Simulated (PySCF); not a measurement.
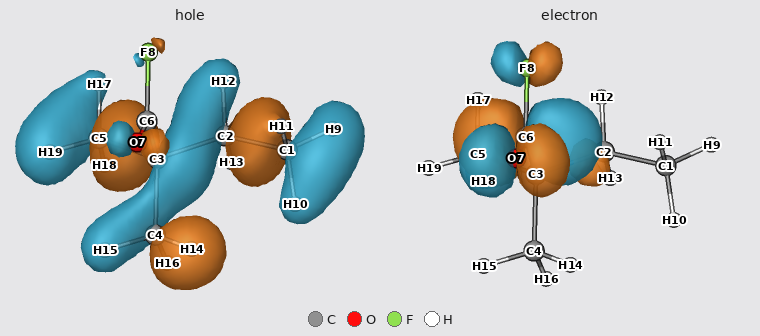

C6H11FO, SMILES `CCC(C)(C)C(=O)F`. Leading natural transition orbital pair of S₃ (TDA singlet states); the surfaces enclose about 78 % of each orbital's density.

PySCF calculation, PBE0/6-31+G*, gas phase; geometry: GFN2-xTB. No frequency check shows the geometry to be a minimum.

The calculation's input:

```python
import numpy as np
from pyscf import gto, scf, dft, tdscf
from pyscf.scf import atom_ks, atom_hf
from scipy.linalg import block_diag

def solve(mol, dm0=None, hcore=None):
    mf = (dft.UKS if mol.spin else dft.RKS)(mol, xc='pbe0')
    mf.grids.level = 3
    mf = mf.density_fit(auxbasis='def2-universal-jkfit')
    mf.conv_tol, mf.max_cycle = 1e-8, 80
    if hcore is not None:
        mf.get_hcore = lambda *args: hcore
    mf.kernel(dm0)
    if not mf.converged:
        mf = mf.newton().run(mf.mo_coeff, mf.mo_occ, max_cycle=30)
    assert mf.converged, 'SCF not converged'
    return mf

mol = gto.M(atom='''
C     -1.94834     1.20717    -0.08297
C     -1.31367     0.08203     0.72730
C     -0.10877    -0.58458     0.03207
C     -0.49492    -1.22480    -1.30133
C      0.49401    -1.64285     0.96991
C      0.94864     0.45409    -0.21768
O      1.47285     0.78390    -1.22159
F      1.33078     1.06544     0.94789
H     -2.73362     1.68148     0.50117
H     -2.39122     0.83199    -1.00163
H     -1.21114     1.96537    -0.33908
H     -0.98190     0.48061     1.68841
H     -2.05972    -0.69000     0.92664
H     -0.78600    -0.46854    -2.02434
H      0.34996    -1.77113    -1.71347
H     -1.32132    -1.91590    -1.15738
H      0.78564    -1.19944     1.91904
H     -0.24253    -2.41918     1.16164
H      1.37025    -2.10179     0.51691
''', basis='6-31+g*', charge=0, spin=0, verbose=4)
mf = solve(mol)
td = mf.TDA()
td.nstates, td.singlet, td.conv_tol = 4, True, 1e-5
td.kernel()
td.analyze()
x, y = np.array([p[0] for p in td.xy]), np.array([p[1] + 0 * p[0] for p in td.xy])
f, mu = td.oscillator_strength(), td.transition_dipole()
nto = [td.get_nto(state=i + 1, verbose=4) for i in range(len(td.e))]
# spherically averaged free atoms, for the promolecule
atm = atom_ks.get_atm_nrks(mol, xc='pbe0')
pro = block_diag(*[(atm[a[0]][2] * atm[a[0]][3]) @ atm[a[0]][2].T for a in mol._atom])
np.savez('result.npz', e=td.e, f=f, ok=td.converged, w=[n[0] for n in nto], nto=[n[1] for n in nto], x=x, y=y, c=mf.mo_coeff, occ=mf.mo_occ, eps=mf.mo_energy, pro=pro, mu=mu)
```

Launched as:

```sh
OMP_NUM_THREADS=1 python input.py
```

The run took 9.1 min on 1 thread of AMD EPYC (Zen 3) (shared host), peak memory 0.95 GiB.

Question: Give its energy and the atoms that hole and electron lie on.

Answer: 7.96 eV (156 nm), f = 0.037; the leading pair carries 96 %; hole on C3 (18 %), C5 (17 %) and C2 (14 %), electron on C6 (40 %), O7 (29 %) and F8 (8 %); their centroids lie 1.6 Å apart; S₄ lies within 0.1 eV of it. In canonical orbitals it is mainly HOMO−2 → LUMO (59 %). The HOMO–LUMO gap is 8.32 eV.
